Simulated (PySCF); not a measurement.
# GeAs (doublet): what the fields show

```yaml
atoms:
  - { symbol: Ge, position_ang: [0.0000, 0.0000, -1.1300] }
  - { symbol: As, position_ang: [0.0000, 0.0000, 1.1150] }
```

Level of theory: PySCF, PBE0/cc-pVTZ(-PP), non-relativistic Hamiltonian with scalar-relativistic core potentials where named, at a bond length of 2.245 Å.

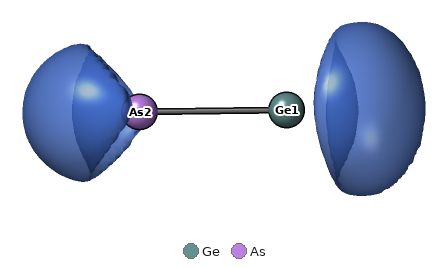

Figure 1. Isosurface of the ELF at 0.8 (blue), seen from one side. Only the valence region is drawn (cores and ρ < 0.01 e/Å³ removed).

Q: What do the ELF domains correspond to?

A: The ELF exceeds this value in one lobe on As, pointing away from the bonds (non-bonding electrons) and one lobe on Ge, pointing away from the bonds (non-bonding electrons). Profiles from the grid: Ge–As (2.24 Å): the ELF peaks at about 0.75 in the valence shell of As, 1.1 Å from its nucleus, and is about 0.75 at the midpoint.

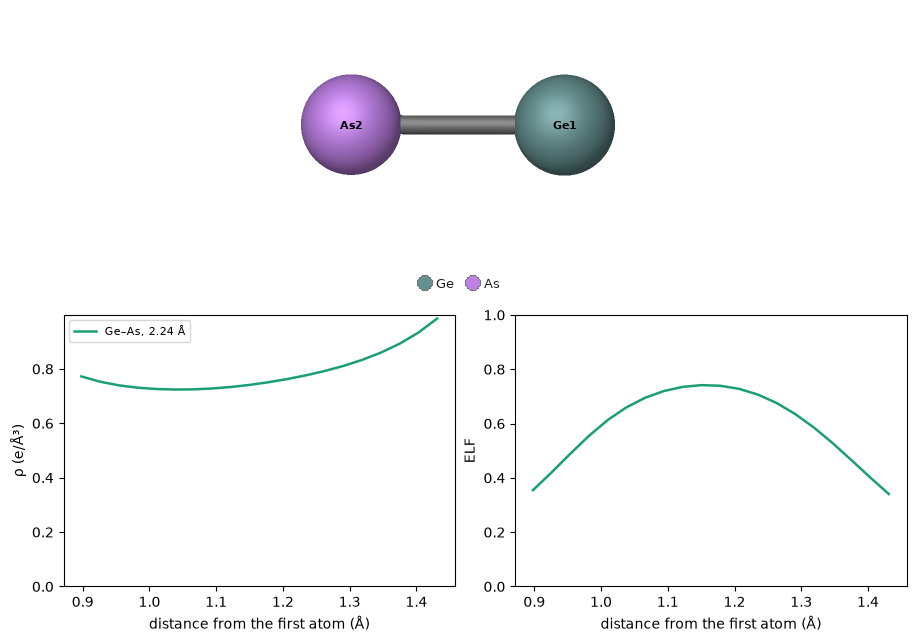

Figure 2. Electron density and electron localisation function along straight lines between neighbouring atoms. The curves leave out the atomic cores. The structure is drawn too.

Q: What can be read from the curves?

A: Ge–As (2.24 Å): the density is about 0.73 e/Å³ at the midpoint; the ELF peaks at about 0.75 in the valence shell of As, 1.1 Å from its nucleus, and is about 0.75 at the midpoint.
